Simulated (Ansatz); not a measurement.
CH$_{2}$NSi (charge +1): molecular dynamics

System: CH$_{2}$NSi, charge +1.
Method: RKS B3LYP-D4/def2-SVP (Ansatz 0.2.0).

One setting was made poor on purpose. It belongs to a series of runs on one base structure; here: dynamics from the start. Figures and captions count atoms from 1; the log counts them from 0 in places.

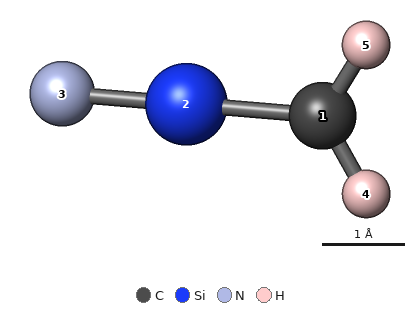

Fig. 1: The structure as given in the input (ball-and-stick view, seen at a tilt; atoms are numbered from 1 in the order of the input).

## The input
```yaml
crystal:
  periodic: [false, false, false]
  atoms:
    - { symbol: C, position_ang: [-0.332631, 0.584562, -0.446401] }
    - { symbol: Si, position_ang: [0.398868, -0.702599, 0.535488] }
    - { symbol: "N", position_ang: [1.067512, -1.875318, 1.432218] }
    - { symbol: H, position_ang: [-0.488835, 0.455012, -1.52917] }
    - { symbol: H, position_ang: [-0.644915, 1.538343, 0.007865] }
total_charge: 1
basis:
  gaussian: { orbitals: def2-SVP }
hamiltonian:
  xc: b3lyp
  dispersion: d4
md:
  timestep: 2.0
  n_steps: 40
  ensemble: nvt_langevin
  temperature: 1000.0
  initial_velocities: maxwell_boltzmann
  seed: 540880
  friction: 0.005
scf:
  lower_state_search: "off"
```

Hardware: 1 thread of Intel Xeon (Sapphire Rapids), 10 GiB of memory available, shared host.

Command:
```bash
ansatz run input.yaml --threads 1 --pin off --max-ram 2048MiB --backend cpu --events-out ev --progress --plain --runs-dir out
```

## The program's output
```
Engine: ansatz 0.2.0, x86_64-unknown-linux-gnu
Functional definition: B3LYP
  parameter a0 = 0.2
  parameter ax = 0.72
  parameter ac = 0.81
  exchange = (1 - a0 - ax)*slater_x + ax*b88_x + a0*exact_x
  correlation = (1 - ac)*vwn_rpa_c + ac*lyp_c
these checks for a lower state are left out or cut short: stability, starts, cluster_reference, orbital_swaps, neighbouring_geometries, increment
602 factors; integrals over basis functions are off by at most 3.5e-4 eV
mean field evaluation 1: about -10387.2941 eV, gradient 1.0e2 eV
mean field evaluation 2: about -10191.3378 eV, gradient 1.8e2 eV
mean field evaluation 4: about -10406.5375 eV, gradient 6.1e1 eV
mean field evaluation 8: about -10418.4803 eV, gradient 1.7e0 eV
mean field evaluation 16: about -10418.4894 eV, gradient 1.1e-4 eV
mean field -10418.48935163 eV, -382.8724217665 hartree, gradient 2.4e-6 eV, S^2 0.000000; 0 other end points of the search recorded, 0 dependent functions left out
the calculation of the forces begins
reference -10418.48954258 eV, -382.8724287840 hartree; 14, 14 occupied and 42, 42 virtual orbitals, 602 factors
md step     0: t =     0.00 fs  T =   800.0 K  F+E_penalty+E_count = -10418.59804517 eV  E_kin = 0.517040 eV  (17 SCF iters)
these checks for a lower state are left out or cut short: stability, starts, cluster_reference, orbital_swaps, neighbouring_geometries, increment
602 factors; integrals over basis functions are off by at most 2.7e-4 eV
mean field -10418.24529080 eV, -382.8634526968 hartree, gradient 2.3e-6 eV, S^2 0.000000; 0 other end points of the search recorded, 0 dependent functions left out
[... from here on the field's lines of each further geometry are left out, up to the last ...]
md step     1: t =     2.00 fs  T =   677.1 K  F+E_penalty+E_count = -10418.35347595 eV  E_kin = 0.437622 eV  (23 SCF iters, 5 dispersion substeps)
md step     2: t =     4.00 fs  T =   744.9 K  F+E_penalty+E_count = -10418.47991171 eV  E_kin = 0.481427 eV  (23 SCF iters, 5 dispersion substeps)
md step     3: t =     6.00 fs  T =   512.0 K  F+E_penalty+E_count = -10418.26848549 eV  E_kin = 0.330892 eV  (24 SCF iters, 5 dispersion substeps)
md step     4: t =     8.00 fs  T =   419.7 K  F+E_penalty+E_count = -10418.19258828 eV  E_kin = 0.271278 eV  (24 SCF iters, 5 dispersion substeps)
md step     5: t =    10.00 fs  T =   542.6 K  F+E_penalty+E_count = -10418.29038714 eV  E_kin = 0.350661 eV  (23 SCF iters, 5 dispersion substeps)
md step     6: t =    12.00 fs  T =   355.3 K  F+E_penalty+E_count = -10418.18368840 eV  E_kin = 0.229639 eV  (23 SCF iters, 5 dispersion substeps)
md step     7: t =    14.00 fs  T =   361.9 K  F+E_penalty+E_count = -10418.27836053 eV  E_kin = 0.233917 eV  (21 SCF iters, 5 dispersion substeps)
md step     8: t =    16.00 fs  T =   396.2 K  F+E_penalty+E_count = -10418.23093663 eV  E_kin = 0.256035 eV  (23 SCF iters, 5 dispersion substeps)
md step     9: t =    18.00 fs  T =   447.2 K  F+E_penalty+E_count = -10418.22875225 eV  E_kin = 0.289019 eV  (24 SCF iters, 5 dispersion substeps)
md step    10: t =    20.00 fs  T =   611.6 K  F+E_penalty+E_count = -10418.35692710 eV  E_kin = 0.395283 eV  (23 SCF iters, 5 dispersion substeps)
md step    11: t =    22.00 fs  T =   680.8 K  F+E_penalty+E_count = -10418.32445044 eV  E_kin = 0.439988 eV  (24 SCF iters, 5 dispersion substeps)
md step    12: t =    24.00 fs  T =   906.2 K  F+E_penalty+E_count = -10418.43763559 eV  E_kin = 0.585703 eV  (23 SCF iters, 5 dispersion substeps)
md step    13: t =    26.00 fs  T =   868.8 K  F+E_penalty+E_count = -10418.42199362 eV  E_kin = 0.561524 eV  (22 SCF iters, 5 dispersion substeps)
md step    14: t =    28.00 fs  T =   818.1 K  F+E_penalty+E_count = -10418.35780819 eV  E_kin = 0.528767 eV  (23 SCF iters, 5 dispersion substeps)
md step    15: t =    30.00 fs  T =   814.3 K  F+E_penalty+E_count = -10418.34445039 eV  E_kin = 0.526267 eV  (22 SCF iters, 5 dispersion substeps)
md step    16: t =    32.00 fs  T =   642.8 K  F+E_penalty+E_count = -10418.21697061 eV  E_kin = 0.415464 eV  (23 SCF iters, 5 dispersion substeps)
md step    17: t =    34.00 fs  T =   536.8 K  F+E_penalty+E_count = -10418.18264548 eV  E_kin = 0.346908 eV  (23 SCF iters, 5 dispersion substeps)
md step    18: t =    36.00 fs  T =   480.8 K  F+E_penalty+E_count = -10418.15321226 eV  E_kin = 0.310771 eV  (23 SCF iters, 5 dispersion substeps)
md step    19: t =    38.00 fs  T =   490.2 K  F+E_penalty+E_count = -10418.18068179 eV  E_kin = 0.316792 eV  (23 SCF iters, 5 dispersion substeps)
md step    20: t =    40.00 fs  T =   638.3 K  F+E_penalty+E_count = -10418.23482859 eV  E_kin = 0.412557 eV  (23 SCF iters, 5 dispersion substeps)
md step    21: t =    42.00 fs  T =   833.1 K  F+E_penalty+E_count = -10418.29211791 eV  E_kin = 0.538461 eV  (24 SCF iters, 5 dispersion substeps)
md step    22: t =    44.00 fs  T =   972.8 K  F+E_penalty+E_count = -10418.37431872 eV  E_kin = 0.628717 eV  (24 SCF iters, 5 dispersion substeps)
md step    23: t =    46.00 fs  T =   988.9 K  F+E_penalty+E_count = -10418.35241451 eV  E_kin = 0.639120 eV  (24 SCF iters, 5 dispersion substeps)
md step    24: t =    48.00 fs  T =   897.2 K  F+E_penalty+E_count = -10418.26248800 eV  E_kin = 0.579851 eV  (24 SCF iters, 5 dispersion substeps)
md step    25: t =    50.00 fs  T =   699.6 K  F+E_penalty+E_count = -10418.10742048 eV  E_kin = 0.452183 eV  (23 SCF iters, 5 dispersion substeps)
md step    26: t =    52.00 fs  T =   656.0 K  F+E_penalty+E_count = -10418.06273169 eV  E_kin = 0.423994 eV  (23 SCF iters, 5 dispersion substeps)
md step    27: t =    54.00 fs  T =   503.8 K  F+E_penalty+E_count = -10417.91043263 eV  E_kin = 0.325616 eV  (23 SCF iters, 5 dispersion substeps)
md step    28: t =    56.00 fs  T =   492.1 K  F+E_penalty+E_count = -10417.93785922 eV  E_kin = 0.318074 eV  (23 SCF iters, 5 dispersion substeps)
md step    29: t =    58.00 fs  T =   454.5 K  F+E_penalty+E_count = -10417.94234367 eV  E_kin = 0.293768 eV  (22 SCF iters, 5 dispersion substeps)
md step    30: t =    60.00 fs  T =   460.6 K  F+E_penalty+E_count = -10417.93215884 eV  E_kin = 0.297668 eV  (24 SCF iters, 5 dispersion substeps)
md step    31: t =    62.00 fs  T =   621.1 K  F+E_penalty+E_count = -10418.07227873 eV  E_kin = 0.401407 eV  (24 SCF iters, 5 dispersion substeps)
md step    32: t =    64.00 fs  T =   680.8 K  F+E_penalty+E_count = -10418.08012834 eV  E_kin = 0.440014 eV  (23 SCF iters, 5 dispersion substeps)
md step    33: t =    66.00 fs  T =   916.0 K  F+E_penalty+E_count = -10418.23867318 eV  E_kin = 0.591984 eV  (24 SCF iters, 5 dispersion substeps)
md step    34: t =    68.00 fs  T =   994.0 K  F+E_penalty+E_count = -10418.32265082 eV  E_kin = 0.642447 eV  (24 SCF iters, 5 dispersion substeps)
md step    35: t =    70.00 fs  T =  1188.2 K  F+E_penalty+E_count = -10418.30866553 eV  E_kin = 0.767915 eV  (24 SCF iters, 5 dispersion substeps)
md step    36: t =    72.00 fs  T =  1212.8 K  F+E_penalty+E_count = -10418.38246610 eV  E_kin = 0.783831 eV  (24 SCF iters, 7 dispersion substeps)
md step    37: t =    74.00 fs  T =  1144.6 K  F+E_penalty+E_count = -10418.31212113 eV  E_kin = 0.739757 eV  (24 SCF iters, 7 dispersion substeps)
md step    38: t =    76.00 fs  T =   965.7 K  F+E_penalty+E_count = -10418.18239757 eV  E_kin = 0.624115 eV  (24 SCF iters, 7 dispersion substeps)
the calculation of the forces begins
reference -10417.96850872 eV, -382.8532811427 hartree; 14, 14 occupied and 42, 42 virtual orbitals, 602 factors
md step    39: t =    78.00 fs  T =   832.3 K  F+E_penalty+E_count = -10418.08114010 eV  E_kin = 0.537921 eV  (22 SCF iters, 7 dispersion substeps)
these checks for a lower state are left out or cut short: stability, starts, cluster_reference, orbital_swaps, neighbouring_geometries, increment
602 factors; integrals over basis functions are off by at most 3.5e-4 eV
mean field -10417.83905571 eV, -382.8485238323 hartree, gradient 8.7e-7 eV, S^2 0.000000; 0 other end points of the search recorded, 0 dependent functions left out
the calculation of the forces begins
reference -10417.83923854 eV, -382.8485305512 hartree; 14, 14 occupied and 42, 42 virtual orbitals, 602 factors
md step    40: t =    80.00 fs  T =   600.7 K  F+E_penalty+E_count = -10417.95226729 eV  E_kin = 0.388227 eV  (24 SCF iters, 7 dispersion substeps)
```

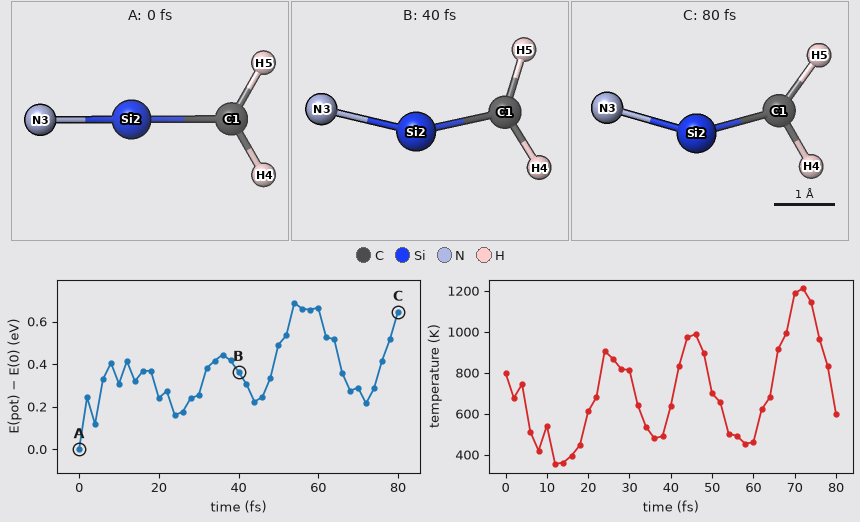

Fig. 2: Frames of the molecular dynamics (ball-and-stick, seen at a tilt) above the curves, on which the letters mark them. The trajectory kept here has 41 frames over 80 fs. The temperature starts at 800 K, ranges from 355 to 1213 K and averages 798 K over the second half. The potential energy ends 0.646 eV above its first value. After an unweighted best fit of the last frame on the first, the root-mean-square displacement is 0.24 Å, and Si2 has moved furthest (0.39 Å).

```
Total energy: -10417.95245012 eV, -382.8526910000 hartree
Atom 0 at    -0.534795     0.404899    -0.016501 Å, force    -3.281904     3.786301    -1.297929 eV/Å
Atom 1 at     0.771699    -0.526977     0.368419 Å, force     2.182900    -0.032812     0.371606 eV/Å
Atom 2 at     1.202657    -1.697953     1.320286 Å, force     0.911886    -2.432642     1.546075 eV/Å
Atom 3 at    -0.521419     0.583989    -1.105364 Å, force    -0.786535    -0.038912    -0.197343 eV/Å
Atom 4 at    -1.229118     1.136891     0.545004 Å, force     0.973653    -1.281936    -0.422408 eV/Å
Dipole moment:    -0.357341     0.755660    -0.555200 e Å
Checks for a lower state left out: stability, starts, cluster_reference, orbital_swaps, neighbouring_geometries, increment
```

## Trajectory as extended XYZ (Å, eV, eV/Å), 18 of the 41 frames kept, from step=0 to step=40
```
5
Properties=species:S:1:pos:R:3:forces:R:3 step=0 time_fs=0.0 energy=-10418.59805 temperature=800.0
C    -0.3326    0.5846   -0.4464    0.0004  -0.0008   0.0002
Si    0.3989   -0.7026    0.5355    0.0017  -0.0027   0.0028
N     1.0675   -1.8753    1.4322   -0.0008   0.0013  -0.0015
H    -0.4888    0.4550   -1.5292   -0.0002  -0.0016  -0.0043
H    -0.6449    1.5383    0.0079   -0.0010   0.0037   0.0028
5
Properties=species:S:1:pos:R:3:forces:R:3 step=2 time_fs=4.0 energy=-10418.47991 temperature=744.9
C    -0.3891    0.5948   -0.4652    0.3218  -0.4644   0.5720
Si    0.4160   -0.6996    0.5290    0.2070  -0.4946   0.2522
N     1.0870   -1.8966    1.4722   -0.7049   1.2573  -0.9812
H    -0.5923    0.6030   -1.5377    0.1887  -0.5651  -0.4424
H    -0.7438    1.5226   -0.0148   -0.0127   0.2668   0.5993
5
Properties=species:S:1:pos:R:3:forces:R:3 step=5 time_fs=10.0 energy=-10418.29039 temperature=542.6
C    -0.4640    0.6148   -0.4824    0.0508  -0.0782   1.1412
Si    0.4450   -0.7052    0.5263   -0.0270  -0.3304   0.1049
N     1.1047   -1.9074    1.5090   -0.9981   1.8157  -1.4758
H    -0.6597    0.6798   -1.5862    0.4285  -0.5040   0.5703
H    -0.9198    1.4893    0.0890    0.5458  -0.9031  -0.3406
5
Properties=species:S:1:pos:R:3:forces:R:3 step=7 time_fs=14.0 energy=-10418.27836 temperature=361.9
C    -0.5110    0.6296   -0.4733    1.4891  -2.0474   2.2443
Si    0.4676   -0.7092    0.5226   -0.4464   0.2020  -0.2632
N     1.0901   -1.8980    1.5158   -0.7702   1.4592  -1.2220
H    -0.6321    0.6668   -1.5408    0.0235  -0.1248  -0.9631
H    -0.9588    1.3891    0.1595   -0.2960   0.5110   0.2040
5
Properties=species:S:1:pos:R:3:forces:R:3 step=9 time_fs=18.0 energy=-10418.22875 temperature=447.2
C    -0.5250    0.6167   -0.4409    0.9258  -1.3670  -0.7935
Si    0.4903   -0.7121    0.5156   -0.9536   1.1158  -0.8827
N     1.0658   -1.8658    1.5095   -0.2139   0.4181  -0.3928
H    -0.6083    0.6554   -1.6371    0.1621  -0.0440   2.6058
H    -1.0248    1.3548    0.2307    0.0795  -0.1229  -0.5368
5
Properties=species:S:1:pos:R:3:forces:R:3 step=12 time_fs=24.0 energy=-10418.43764 temperature=906.2
C    -0.5126    0.5600   -0.3716    1.0169  -1.5181   1.4992
Si    0.5074   -0.7061    0.5023   -1.3638   2.3975  -1.8349
N     1.0211   -1.8136    1.4924    0.7015  -1.4981   1.2553
H    -0.5828    0.6587   -1.4246    0.1174   0.0020  -1.6277
H    -1.1401    1.2218    0.1977   -0.4720   0.6166   0.7081
5
Properties=species:S:1:pos:R:3:forces:R:3 step=14 time_fs=28.0 energy=-10418.35781 temperature=818.1
C    -0.4895    0.5047   -0.2974   -1.6419   1.2777  -3.0501
Si    0.5119   -0.6870    0.4753   -0.0256   0.6902  -0.3370
N     1.0034   -1.7984    1.4929    0.5741  -1.2183   0.9597
H    -0.5576    0.6515   -1.4757    0.4621  -0.4008   2.2075
H    -1.2769    1.1357    0.1902    0.6312  -0.3488   0.2200
5
Properties=species:S:1:pos:R:3:forces:R:3 step=16 time_fs=32.0 energy=-10418.21697 temperature=642.8
C    -0.4952    0.4613   -0.2518   -2.9195   1.9666   0.8967
Si    0.5189   -0.6646    0.4443    1.6785  -1.7040   1.7227
N     0.9947   -1.7932    1.5052    0.1961  -0.2929   0.0676
H    -0.5025    0.5797   -1.2780    0.2055   0.4228  -2.9015
H    -1.3544    1.0302    0.2040    0.8393  -0.3926   0.2145
5
Properties=species:S:1:pos:R:3:forces:R:3 step=19 time_fs=38.0 energy=-10418.18068 temperature=490.2
C    -0.5510    0.4322   -0.2055   -1.7441   1.9780  -2.9727
Si    0.5534   -0.6508    0.4183    2.1254  -2.6565   2.7215
N     0.9870   -1.7996    1.5298   -0.0884   0.5186  -0.7886
H    -0.3705    0.5714   -1.3423   -0.8635   0.3237   1.5254
H    -1.3868    0.9302    0.3547    0.5705  -0.1639  -0.4856
5
Properties=species:S:1:pos:R:3:forces:R:3 step=21 time_fs=42.0 energy=-10418.29212 temperature=833.1
C    -0.6051    0.4530   -0.2214   -0.4236  -0.3728   2.3473
Si    0.5936   -0.6636    0.4179    0.3219  -0.9299   1.5593
N     0.9916   -1.8000    1.5417   -0.0558   0.4253  -0.6773
H    -0.3947    0.6460   -1.2217   -0.4121   1.0647  -2.4579
H    -1.4105    0.8968    0.4321    0.5696  -0.1873  -0.7715
5
Properties=species:S:1:pos:R:3:forces:R:3 step=24 time_fs=48.0 energy=-10418.26249 temperature=897.2
C    -0.6698    0.4801   -0.2541    0.5007   0.6282  -0.0515
Si    0.6634   -0.6814    0.4333   -1.6748   1.7880  -1.1088
N     0.9959   -1.7875    1.5355    0.2662  -0.7158   0.5208
H    -0.6381    0.9623   -1.3154   -0.1044  -0.9880   1.5853
H    -1.4551    0.9029    0.4831    1.0124  -0.7124  -0.9457
5
Properties=species:S:1:pos:R:3:forces:R:3 step=26 time_fs=52.0 energy=-10418.06273 temperature=656.0
C    -0.7007    0.5087   -0.2800    0.8433  -1.0281   3.0154
Si    0.7000   -0.6852    0.4329   -2.2090   2.5711  -1.9506
N     1.0139   -1.7849    1.5292    0.3026  -0.9787   0.8255
H    -0.8419    1.0474   -1.1941    0.3440   0.0769  -1.4498
H    -1.4481    0.8742    0.4974    0.7192  -0.6411  -0.4404
5
Properties=species:S:1:pos:R:3:forces:R:3 step=28 time_fs=56.0 energy=-10417.93786 temperature=492.1
C    -0.7188    0.5307   -0.2747    2.3415  -1.1940  -0.7586
Si    0.7307   -0.6779    0.4192   -2.1154   2.2439  -1.6484
N     1.0412   -1.7912    1.5211    0.1431  -0.4883   0.3585
H    -0.9756    1.0817   -1.2373    0.7812  -0.8997   0.6049
H    -1.3835    0.7528    0.5167   -1.1503   0.3381   1.4436
5
Properties=species:S:1:pos:R:3:forces:R:3 step=31 time_fs=62.0 energy=-10418.07228 temperature=621.1
C    -0.7056    0.5328   -0.2549    1.3488  -2.1728   2.3009
Si    0.7518   -0.6411    0.3820   -1.4973   0.5945   0.0206
N     1.0856   -1.8067    1.5120   -0.3156   1.1174  -1.1894
H    -0.9752    0.9259   -1.2357    0.2066   0.1267  -0.3797
H    -1.3880    0.6439    0.6342    0.2574   0.3342  -0.7523
5
Properties=species:S:1:pos:R:3:forces:R:3 step=33 time_fs=66.0 energy=-10418.23867 temperature=916.0
C    -0.6748    0.5083   -0.2086    2.0934  -1.8823  -0.7295
Si    0.7529   -0.6076    0.3607   -0.8911  -0.3565   1.0279
N     1.1203   -1.8045    1.4906   -0.4866   1.6409  -1.6911
H    -0.9033    0.8137   -1.2535    0.2315  -0.0008   0.4248
H    -1.3613    0.6824    0.5871   -0.9471   0.5987   0.9679
5
Properties=species:S:1:pos:R:3:forces:R:3 step=35 time_fs=70.0 energy=-10418.30867 temperature=1188.2
C    -0.6260    0.4686   -0.1631   -1.1842   0.1273   1.2522
Si    0.7481   -0.5736    0.3445    0.1837  -1.2291   1.7950
N     1.1519   -1.7809    1.4548   -0.4814   1.5225  -1.6180
H    -0.7639    0.7201   -1.2295   -0.1754   0.1403   0.1840
H    -1.4207    0.8288    0.6484    1.6574  -0.5611  -1.6131
5
Properties=species:S:1:pos:R:3:forces:R:3 step=38 time_fs=76.0 energy=-10418.18240 temperature=965.7
C    -0.5639    0.4152   -0.0616   -0.5536   1.0885  -3.1792
Si    0.7507   -0.5371    0.3484    2.2115  -1.7606   1.8873
N     1.1853   -1.7301    1.3807    0.0604  -0.0757  -0.3216
H    -0.5554    0.6225   -1.1612   -0.6516  -0.0469   0.4011
H    -1.2400    0.9907    0.5083   -1.0667   0.7946   1.2125
5
Properties=species:S:1:pos:R:3:forces:R:3 step=40 time_fs=80.0 energy=-10417.95227 temperature=600.7
C    -0.5348    0.4049   -0.0165   -3.2819   3.7863  -1.2979
Si    0.7717   -0.5270    0.3684    2.1829  -0.0328   0.3716
N     1.2027   -1.6980    1.3203    0.9119  -2.4326   1.5461
H    -0.5214    0.5840   -1.1054   -0.7865  -0.0389  -0.1973
H    -1.2291    1.1369    0.5450    0.9737  -1.2819  -0.4224
```

## Results in brief

- outcome: finished
- mean temperature over the second half: 798 K
- trajectory: 40 steps, 80 fs
- ensemble: nvt_langevin
- temperature in the input: 1000.0 K
- time step: 2.0 fs
- potential energy (last step): −10417.9525 eV
- mean-field energy (last step): −10417.8392 eV
- largest force (length of the vector) (last step): 5.176 eV/Å
- wall time: 29 s
- peak memory: 0.21 GiB

A deliberately poor setting: time step. So short a trajectory is not equilibrated. The logged temperature at the start can lie below the typed one, since it is counted over all degrees of freedom.
